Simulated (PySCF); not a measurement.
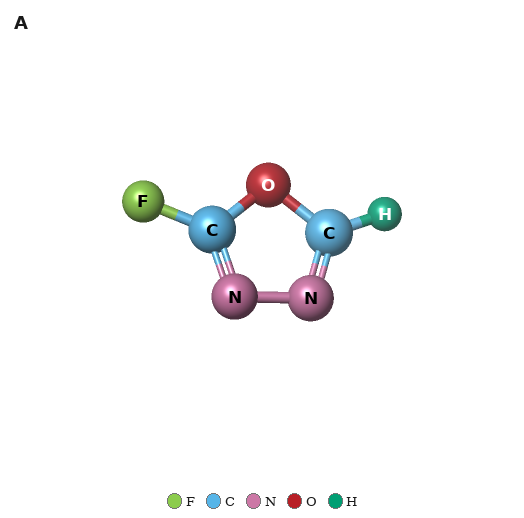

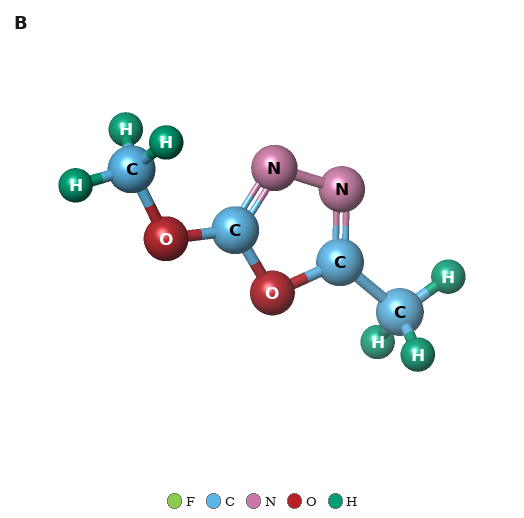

Two related species, optimised with GFN2-xTB; properties computed with PySCF 2.14.0. Both: charge 0, singlet.

**What are A and B?**

A is C2HFN2O (Fc1nnco1), B is C4H6N2O2 (COc1nnc(C)o1).

Compare them. With CAM-B3LYP/def2-SVPD: dipole moment (D), HOMO–LUMO gap (eV), HOMO energy (Kohn–Sham orbital) (eV), lowest vertical singlet excitation (eV), mean static polarisability (bohr³).

| quantity | A | B |
| --- | --- | --- |
| dipole moment (D) | 3.03 | 2.02 |
| HOMO–LUMO gap (eV) | 10.28 | 9.70 |
| HOMO energy (Kohn–Sham orbital) (eV) | −9.97 | −8.53 |
| lowest vertical singlet excitation (eV) | 6.06 | 6.33 |
| mean static polarisability (bohr³) | 36.9 | 66.7 |

Each is one conformer, and no frequency run is at hand to confirm it as a minimum.
